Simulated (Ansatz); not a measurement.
**Gallium, dhcp under BLYP: ground state and equation of state**

What does BLYP give for gallium in the dhcp structure? We solve it on a dense k-mesh, then scale the cell to 7 volumes from 88 to 112 % of the relaxed one and try a fit of the equation of state. Spin polarisation is left out. The k-meshes are 15×15×4 for the dense run; 13×13×4 for the volumes.

Computed with Ansatz 0.2.0 (DFT BLYP, plane waves (420 eV) with PAW, scalar-relativistic; PAW files made under PBE, frozen cores solved again for the functional, unless a step says otherwise).

1 further run of the same task is left out (for a known fault of the program).

### 1 Starting point

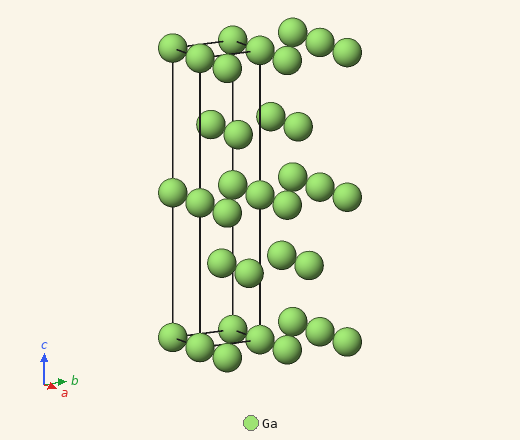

The structure, seen slightly off an axis (gallium green). 2×2×1 cells are drawn. Any atoms on the faces are drawn again on the opposite ones.

As a file:

```
Ga
1.0
     3.12922    0.00000    0.00000
    -1.56461    2.70998    0.00000
     0.00000    0.00000   10.21460
Ga
4
Direct
  0.00000 0.00000 0.00000
  0.00000 0.00000 0.50000
  0.33333 0.66667 0.25000
  0.66667 0.33333 0.75000
```

### 2 The energy on a finer k-mesh

input.yaml

```yaml
crystal:
  lattice:
    - [3.1292208991, 0.0, 0.0]
    - [-1.5646104496, 2.7099847927, 0.0]
    - [0.0, 0.0, 10.2145950965]
  atoms:
    - { symbol: Ga, position: [0.0, 1.0, 1.0] }
    - { symbol: Ga, position: [0.0, 1.0, 0.5] }
    - { symbol: Ga, position: [0.3333333333, 0.6666666667, 0.25] }
    - { symbol: Ga, position: [0.6666666667, 0.3333333333, 0.75] }
hamiltonian:
  xc: blyp
  pseudopotentials:
    kind: paw
    azcp:
      Ga: "pseudopotentials/Ga.paw.azcp"
basis:
  ecutwfc: 420
  fft_grid_basis: typed
kpoints:
  mp_grid: { grid: [15, 15, 4], shift: [0, 0, 0] }
magnetization:
  spin_polarized: false
scf:
  occupations: { method: fermi_dirac, width: 0.1 }
```

Log, shortened:

```text
Warning: RAYON_NUM_THREADS=2 ignored (pool sized by the plan → 2); use --threads N
[...]
Pseudopotentials: kind: paw
Pseudopotential: Ga, paw, valence charge 13, recommended cutoff 420 eV (normal), <dir>
Functional definition: BLYP
[...]
Crystal: 4 atoms, lattice volume = 86.621 Å³
Basis set: ecut = 420 eV, 1667 PW (Γ), exchange–correlation on 48×48×144 points (8 copies of the dense FFT grid, shifted against one another)
Bands: 30, of which v1, the nominal top of the filled ones, is band 26 counted from 1 (25 counted from 0)
Symmetry: 24 space group operations
Space group: P63/mmc (ITA 194), of the structure as read, at distance tolerance 4.4e-5 Å
k-points: 81 of 900
[...]
SCF iter   1: F=—  HF=-15171.119287 eV  |F-HF|=—  |Δ(HF+E_count)|=         —  Δρ=7.43e-3  dr2=3.05e-2  ethr=1.77e-3  ⟨swp⟩=5.5  Hψ=18572  notcnv=0  defer=16
[...]
SCF iter   9: F=-15171.113421 eV  HF=-15171.113421 eV  |F-HF|=1.32e-9  |Δ(HF+E_count)|=   1.66e-8  Δρ=2.71e-6  dr2=4.62e-9  ethr=9.26e-11  ⟨swp⟩=3.0  Hψ=6702  notcnv=0
[...]
SCF converged after 9 iterations
Free energy (F): -15171.113421 eV
[...]
E sigma→0 (E₀):  -15171.084364 eV
Entropy (-TS):   -0.058114 eV (-14.528 meV/atom)
Fermi energy:    8.411701 eV
[...]
```

It took 6.3 s on 2 threads of an Arm CPU, shared host; peak memory 0.45 GiB.

### 3 The cell scaled to 88 % of its volume

Changes to input.yaml since step 2:

```diff
@@ -2,5 +2,5 @@
   lattice:
-    - [3.1292208991, 0.0, 0.0]
-    - [-1.5646104496, 2.7099847927, 0.0]
-    - [0.0, 0.0, 10.2145950965]
+    - [2.9986822306, 0.0, 0.0]
+    - [-1.4993411153, 2.5969349896, 0.0]
+    - [0.0, 0.0, 9.7884827555]
   atoms:
@@ -20,3 +20,3 @@
 kpoints:
-  mp_grid: { grid: [15, 15, 4], shift: [0, 0, 0] }
+  mp_grid: { grid: [13, 13, 4], shift: [0, 0, 0] }
 magnetization:
@@ -25 +25,4 @@
   occupations: { method: fermi_dirac, width: 0.1 }
+  lower_state_search: "off"
+output:
+  stress: true
```

Log, shortened:

```text
Warning: RAYON_NUM_THREADS=2 ignored (pool sized by the plan → 2); use --threads N
[...]
[... 3 set-up lines as earlier in the session ...]
[...]
Crystal: 4 atoms, lattice volume = 76.227 Å³
Basis set: ecut = 420 eV, 1425 PW (Γ), exchange–correlation on 48×48×144 points (8 copies of the dense FFT grid, shifted against one another)
Bands: 30, of which v1, the nominal top of the filled ones, is band 26 counted from 1 (25 counted from 0)
[... 1 set-up line as earlier in the session ...]
Space group: P63/mmc (ITA 194), of the structure as read, at distance tolerance 4.2e-5 Å
k-points: 63 of 676
[...]
SCF iter   1: F=—  HF=-15170.956020 eV  |F-HF|=—  |Δ(HF+E_count)|=         —  Δρ=8.48e-3  dr2=3.19e-2  ethr=1.77e-3  ⟨swp⟩=5.7  Hψ=15427  notcnv=0  defer=17
[...]
SCF iter   8: F=-15170.949706 eV  HF=-15170.949706 eV  |F-HF|=5.15e-8  |Δ(HF+E_count)|=   1.06e-8  Δρ=8.40e-6  dr2=3.61e-8  ethr=1.92e-10  ⟨swp⟩=4.8  Hψ=8056  notcnv=0
[...]
SCF converged after 8 iterations
Free energy (F): -15170.949706 eV
[...]
E sigma→0 (E₀):  -15170.923474 eV
Entropy (-TS):   -0.052462 eV (-13.116 meV/atom)
Fermi energy:    10.038565 eV
[...]
--- Stress (GPa, compression-positive) ---
        5.318788      -0.000000       0.000000
       -0.000000       5.318788      -0.000000
        0.000000      -0.000000       5.637460
  P = ⅓ Tr σ = 5.4250 GPa (54.250 kbar)
```

Run time: 4.8 s. Hardware: 2 threads of an Arm CPU, shared host; peak memory 0.41 GiB.

### 4 The cell scaled to 92 % of its volume

Changes to input.yaml since step 3:

```diff
@@ -2,5 +2,5 @@
   lattice:
-    - [2.9986822306, 0.0, 0.0]
-    - [-1.4993411153, 2.5969349896, 0.0]
-    - [0.0, 0.0, 9.7884827555]
+    - [3.0434452813, 0.0, 0.0]
+    - [-1.5217226407, 2.6357009286, 0.0]
+    - [0.0, 0.0, 9.9346010552]
   atoms:
```

Log, shortened:

```text
Warning: RAYON_NUM_THREADS=2 ignored (pool sized by the plan → 2); use --threads N
[...]
[... 3 set-up lines as earlier in the session ...]
[...]
Crystal: 4 atoms, lattice volume = 79.692 Å³
Basis set: ecut = 420 eV, 1557 PW (Γ), exchange–correlation on 48×48×144 points (8 copies of the dense FFT grid, shifted against one another)
Bands: 30, of which v1, the nominal top of the filled ones, is band 26 counted from 1 (25 counted from 0)
[... 1 set-up line as earlier in the session ...]
Space group: P63/mmc (ITA 194), of the structure as read, at distance tolerance 4.3e-5 Å
k-points: 63 of 676
[...]
SCF iter   1: F=—  HF=-15171.048178 eV  |F-HF|=—  |Δ(HF+E_count)|=         —  Δρ=8.06e-3  dr2=3.11e-2  ethr=1.77e-3  ⟨swp⟩=5.7  Hψ=15024  notcnv=0  defer=19
[...]
SCF iter   8: F=-15171.042042 eV  HF=-15171.042042 eV  |F-HF|=7.25e-8  |Δ(HF+E_count)|=   1.23e-7  Δρ=6.76e-6  dr2=2.28e-8  ethr=1.92e-10  ⟨swp⟩=4.0  Hψ=7343  notcnv=0
[...]
SCF converged after 8 iterations
Free energy (F): -15171.042042 eV
[...]
E sigma→0 (E₀):  -15171.014672 eV
Entropy (-TS):   -0.054739 eV (-13.685 meV/atom)
Fermi energy:    9.451732 eV
[...]
--- Stress (GPa, compression-positive) ---
        3.105934      -0.000000       0.000000
       -0.000000       3.105934       0.000000
        0.000000       0.000000       3.399220
  P = ⅓ Tr σ = 3.2037 GPa (32.037 kbar)
```

Wall time 4.9 s (2 threads of an Arm CPU, shared host); peak memory 0.42 GiB.

### 5 The cell scaled to 96 % of its volume

Changes to input.yaml since step 4:

```diff
@@ -2,5 +2,5 @@
   lattice:
-    - [3.0434452813, 0.0, 0.0]
-    - [-1.5217226407, 2.6357009286, 0.0]
-    - [0.0, 0.0, 9.9346010552]
+    - [3.0869289459, 0.0, 0.0]
+    - [-1.543464473, 2.6733588868, 0.0]
+    - [0.0, 0.0, 10.0765431046]
   atoms:
```

Log, shortened:

```text
Warning: RAYON_NUM_THREADS=2 ignored (pool sized by the plan → 2); use --threads N
[...]
[... 3 set-up lines as earlier in the session ...]
[...]
Crystal: 4 atoms, lattice volume = 83.156 Å³
Basis set: ecut = 420 eV, 1605 PW (Γ), exchange–correlation on 48×48×144 points (8 copies of the dense FFT grid, shifted against one another)
Bands: 30, of which v1, the nominal top of the filled ones, is band 26 counted from 1 (25 counted from 0)
[... 2 set-up lines as earlier in the session ...]
k-points: 63 of 676
[...]
SCF iter   1: F=—  HF=-15171.097650 eV  |F-HF|=—  |Δ(HF+E_count)|=         —  Δρ=7.71e-3  dr2=3.07e-2  ethr=1.77e-3  ⟨swp⟩=5.5  Hψ=14577  notcnv=0  defer=16
[...]
SCF iter   9: F=-15171.091651 eV  HF=-15171.091651 eV  |F-HF|=3.18e-9  |Δ(HF+E_count)|=   5.59e-8  Δρ=2.45e-6  dr2=3.35e-9  ethr=8.44e-11  ⟨swp⟩=4.0  Hψ=7189  notcnv=0
[...]
SCF converged after 9 iterations
Free energy (F): -15171.091651 eV
[...]
E sigma→0 (E₀):  -15171.062974 eV
Entropy (-TS):   -0.057354 eV (-14.338 meV/atom)
Fermi energy:    8.915421 eV
[...]
--- Stress (GPa, compression-positive) ---
        1.365605       0.000000       0.000000
        0.000000       1.365605       0.000000
        0.000000       0.000000       1.631045
  P = ⅓ Tr σ = 1.4541 GPa (14.541 kbar)
```

It took 5.6 s on 2 threads of an Arm CPU, shared host; peak memory 0.42 GiB.

### 6 The cell scaled to 100 % of its volume

Changes to input.yaml since step 5:

```diff
@@ -2,5 +2,5 @@
   lattice:
-    - [3.0869289459, 0.0, 0.0]
-    - [-1.543464473, 2.6733588868, 0.0]
-    - [0.0, 0.0, 10.0765431046]
+    - [3.1292208991, 0.0, 0.0]
+    - [-1.5646104496, 2.7099847927, 0.0]
+    - [0.0, 0.0, 10.2145950965]
   atoms:
```

Log, shortened:

```text
Warning: RAYON_NUM_THREADS=2 ignored (pool sized by the plan → 2); use --threads N
[...]
[... 3 set-up lines as earlier in the session ...]
[...]
Crystal: 4 atoms, lattice volume = 86.621 Å³
Basis set: ecut = 420 eV, 1667 PW (Γ), exchange–correlation on 48×48×144 points (8 copies of the dense FFT grid, shifted against one another)
Bands: 30, of which v1, the nominal top of the filled ones, is band 26 counted from 1 (25 counted from 0)
[... 2 set-up lines as earlier in the session ...]
k-points: 63 of 676
[...]
SCF iter   1: F=—  HF=-15171.113465 eV  |F-HF|=—  |Δ(HF+E_count)|=         —  Δρ=7.46e-3  dr2=3.08e-2  ethr=1.77e-3  ⟨swp⟩=5.5  Hψ=14449  notcnv=0  defer=13
[...]
SCF iter   9: F=-15171.107580 eV  HF=-15171.107580 eV  |F-HF|=1.80e-9  |Δ(HF+E_count)|=   3.09e-9  Δρ=2.71e-6  dr2=4.65e-9  ethr=9.10e-11  ⟨swp⟩=4.0  Hψ=6951  notcnv=0
[...]
SCF converged after 9 iterations
Free energy (F): -15171.107580 eV
[...]
E sigma→0 (E₀):  -15171.077493 eV
Entropy (-TS):   -0.060174 eV (-15.043 meV/atom)
Fermi energy:    8.423020 eV
[...]
--- Stress (GPa, compression-positive) ---
       -0.009466       0.000000       0.000000
       -0.000000      -0.009466       0.000000
        0.000000       0.000000       0.238054
  P = ⅓ Tr σ = 0.0730 GPa (0.730 kbar)
```

It took 5.8 s on 2 threads of an Arm CPU, shared host; peak memory 0.42 GiB.

### 7 The cell scaled to 104 % of its volume

Changes to input.yaml since step 6:

```diff
@@ -2,5 +2,5 @@
   lattice:
-    - [3.1292208991, 0.0, 0.0]
-    - [-1.5646104496, 2.7099847927, 0.0]
-    - [0.0, 0.0, 10.2145950965]
+    - [3.1703995806, 0.0, 0.0]
+    - [-1.5851997903, 2.7456465769, 0.0]
+    - [0.0, 0.0, 10.3490130783]
   atoms:
```

Log, shortened:

```text
Warning: RAYON_NUM_THREADS=2 ignored (pool sized by the plan → 2); use --threads N
[...]
[... 3 set-up lines as earlier in the session ...]
[...]
Crystal: 4 atoms, lattice volume = 90.086 Å³
Basis set: ecut = 420 eV, 1763 PW (Γ), exchange–correlation on 48×48×144 points (8 copies of the dense FFT grid, shifted against one another)
Bands: 30, of which v1, the nominal top of the filled ones, is band 26 counted from 1 (25 counted from 0)
[... 1 set-up line as earlier in the session ...]
Space group: P63/mmc (ITA 194), of the structure as read, at distance tolerance 4.5e-5 Å
k-points: 63 of 676
[...]
SCF iter   1: F=—  HF=-15171.102784 eV  |F-HF|=—  |Δ(HF+E_count)|=         —  Δρ=7.28e-3  dr2=3.14e-2  ethr=1.77e-3  ⟨swp⟩=5.5  Hψ=14480  notcnv=0  defer=12
[...]
SCF iter   8: F=-15171.096883 eV  HF=-15171.096883 eV  |F-HF|=2.32e-8  |Δ(HF+E_count)|=   1.39e-7  Δρ=8.50e-6  dr2=4.79e-8  ethr=1.92e-10  ⟨swp⟩=4.1  Hψ=7372  notcnv=0
[...]
SCF converged after 8 iterations
Free energy (F): -15171.096883 eV
[...]
E sigma→0 (E₀):  -15171.065344 eV
Entropy (-TS):   -0.063077 eV (-15.769 meV/atom)
Fermi energy:    7.969333 eV
[...]
--- Stress (GPa, compression-positive) ---
       -1.097666       0.000000       0.000000
        0.000000      -1.097666       0.000000
        0.000000       0.000000      -0.863307
  P = ⅓ Tr σ = -1.0195 GPa (-10.195 kbar)
```

It took 5.4 s on 2 threads of an Arm CPU, shared host; peak memory 0.43 GiB.

### 8 The cell scaled to 108 % of its volume

Changes to input.yaml since step 7:

```diff
@@ -2,5 +2,5 @@
   lattice:
-    - [3.1703995806, 0.0, 0.0]
-    - [-1.5851997903, 2.7456465769, 0.0]
-    - [0.0, 0.0, 10.3490130783]
+    - [3.2105354816, 0.0, 0.0]
+    - [-1.6052677408, 2.7804052868, 0.0]
+    - [0.0, 0.0, 10.4800271521]
   atoms:
@@ -28 +28,5 @@
   stress: true
+  write_density: true
+  write_potential: true
+  elf: true
+  volumetric_format: npy
```

Log, shortened:

```text
Warning: RAYON_NUM_THREADS=2 ignored (pool sized by the plan → 2); use --threads N
[...]
[... 3 set-up lines as earlier in the session ...]
[...]
Crystal: 4 atoms, lattice volume = 93.551 Å³
Basis set: ecut = 420 eV, 1871 PW (Γ), exchange–correlation on 48×48×144 points (8 copies of the dense FFT grid, shifted against one another)
Bands: 32, of which v1, the nominal top of the filled ones, is band 26 counted from 1 (25 counted from 0)
[... 2 set-up lines as earlier in the session ...]
k-points: 63 of 676
[...]
SCF iter   1: F=—  HF=-15171.071128 eV  |F-HF|=—  |Δ(HF+E_count)|=         —  Δρ=7.18e-3  dr2=3.22e-2  ethr=1.77e-3  ⟨swp⟩=5.5  Hψ=7263  notcnv=0  defer=2
[...]
SCF iter   8: F=-15171.065112 eV  HF=-15171.065112 eV  |F-HF|=7.75e-8  |Δ(HF+E_count)|=   4.21e-7  Δρ=8.84e-6  dr2=5.91e-8  ethr=1.92e-10  ⟨swp⟩=6.9  Hψ=13155  notcnv=0
[...]
SCF converged after 8 iterations
Free energy (F): -15171.065112 eV
[...]
E sigma→0 (E₀):  -15171.032068 eV
Entropy (-TS):   -0.066088 eV (-16.522 meV/atom)
Fermi energy:    7.550181 eV
[...]
--- Stress (GPa, compression-positive) ---
       -1.957637       0.000000       0.000000
        0.000000      -1.957637       0.000000
        0.000000       0.000000      -1.738376
  P = ⅓ Tr σ = -1.8846 GPa (-18.846 kbar)
--- Band table (eV; the first three rows and the last of 63) ---
[...]
```

Wall time 6.2 s (2 threads of an Arm CPU, shared host); peak memory 0.43 GiB.

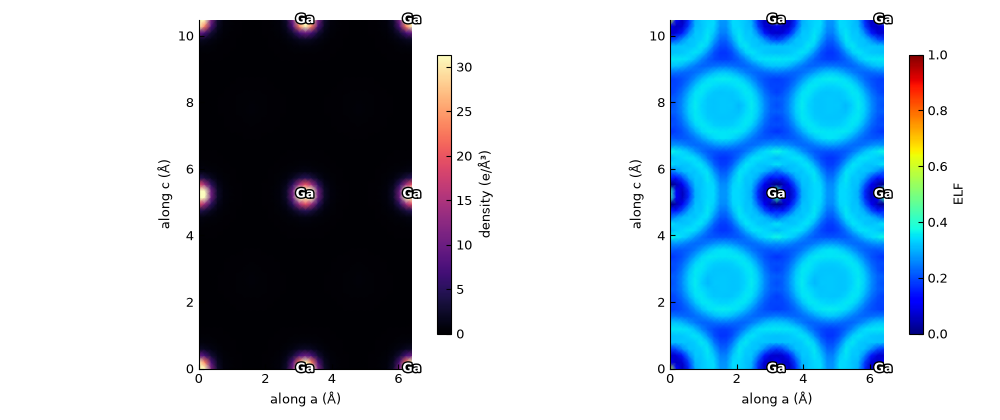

Density (left) and ELF (right) in a lattice plane of the grid's cell (edges 3.21 and 10.48 Å, at 0.000 of the third edge), which holds Ga. Only atoms in the plane are labelled; the density scale stops at 31.38 e/Å³. Both are smooth fields of the valence electrons: close to the nuclei they are not physical.

### 9 The cell scaled to 112 % of its volume

Changes to input.yaml since step 8:

```diff
@@ -2,5 +2,5 @@
   lattice:
-    - [3.2105354816, 0.0, 0.0]
-    - [-1.6052677408, 2.7804052868, 0.0]
-    - [0.0, 0.0, 10.4800271521]
+    - [3.2496922124, 0.0, 0.0]
+    - [-1.6248461062, 2.8143160104, 0.0]
+    - [0.0, 0.0, 10.6078449583]
   atoms:
@@ -28,5 +28 @@
   stress: true
-  write_density: true
-  write_potential: true
-  elf: true
-  volumetric_format: npy
```

Log, shortened:

```text
Warning: RAYON_NUM_THREADS=2 ignored (pool sized by the plan → 2); use --threads N
[...]
[... 3 set-up lines as earlier in the session ...]
[...]
Crystal: 4 atoms, lattice volume = 97.016 Å³
Basis set: ecut = 420 eV, 1919 PW (Γ), exchange–correlation on 48×48×144 points (8 copies of the dense FFT grid, shifted against one another)
Bands: 30, of which v1, the nominal top of the filled ones, is band 26 counted from 1 (25 counted from 0)
[... 1 set-up line as earlier in the session ...]
Space group: P63/mmc (ITA 194), of the structure as read, at distance tolerance 4.6e-5 Å
k-points: 63 of 676
[...]
SCF iter   1: F=—  HF=-15171.022828 eV  |F-HF|=—  |Δ(HF+E_count)|=         —  Δρ=7.12e-3  dr2=3.35e-2  ethr=1.77e-3  ⟨swp⟩=5.5  Hψ=14544  notcnv=0  defer=8
[...]
SCF iter   9: F=-15171.016681 eV  HF=-15171.016681 eV  |F-HF|=2.52e-9  |Δ(HF+E_count)|=   2.08e-8  Δρ=3.14e-6  dr2=7.22e-9  ethr=1.27e-10  ⟨swp⟩=4.0  Hψ=7164  notcnv=0
[...]
SCF converged after 9 iterations
Free energy (F): -15171.016681 eV
[...]
E sigma→0 (E₀):  -15170.982028 eV
Entropy (-TS):   -0.069306 eV (-17.327 meV/atom)
Fermi energy:    7.162038 eV
[...]
--- Stress (GPa, compression-positive) ---
       -2.634217       0.000000       0.000000
        0.000000      -2.634217       0.000000
        0.000000       0.000000      -2.434484
  P = ⅓ Tr σ = -2.5676 GPa (-25.676 kbar)
```

Wall time 6.3 s (2 threads of an Arm CPU, shared host); peak memory 0.44 GiB.

### 10 Fitting the volumes

All volumes keep the relaxed shape and fractional coordinates.

```
V (Å³/atom)  E − E₀ (meV/atom)  P from the stress (GPa)  P from the fit (GPa)
     19.057               38.5                     5.43                  5.37
     19.923               15.7                     3.20                  3.15
     20.789                3.6                     1.45                  1.39
     21.655                0.0                     0.07                  0.01
     22.522                3.0                    -1.02                 -1.09
     23.388               11.4                    -1.88                 -1.96
     24.254               23.9                    -2.57                 -2.64
```

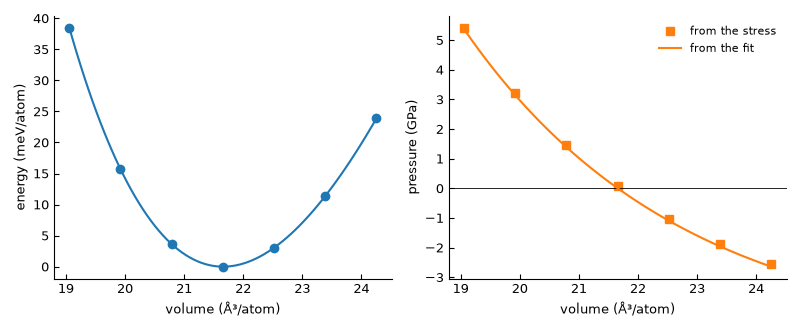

Energy and pressure against volume; the lines are the Birch-Murnaghan fit.

Fit (Birch-Murnaghan, third order): V₀ = 21.660 Å³/atom, B₀ = 31 GPa, B₀′ = 4.9, largest residual 0.01 meV/atom.

The fit is made to E(σ → 0), while the stress belongs to the free energy F; that is one source of the offset between the two pressures.

### 11 Outcome

| quantity | value |
| --- | --- |
| space group (spins left aside) | P6_3/mmc (No. 194) |
| conventional cell | a = 3.129 Å, c = 10.215 Å (c/a = 3.264) |
| volume | 21.655 Å³/atom |
| shortest distance | 3.128 Å |
| gap on the mesh | none (levels filled in part) |
| relative to alpha-Ga (Cmce) | +86 meV/atom |
| V₀, B₀, B₀′ | 21.660 Å³/atom, 31 GPa, 4.9 |

In words: Against the reference form of gallium (alpha-Ga (Cmce), computed apart with the same settings) it stands 86 meV/atom higher. Levels at the Fermi energy are filled in part, as in a metal. B₀ comes out at 31 GPa; letting shape and positions relax at each volume could only lower it.
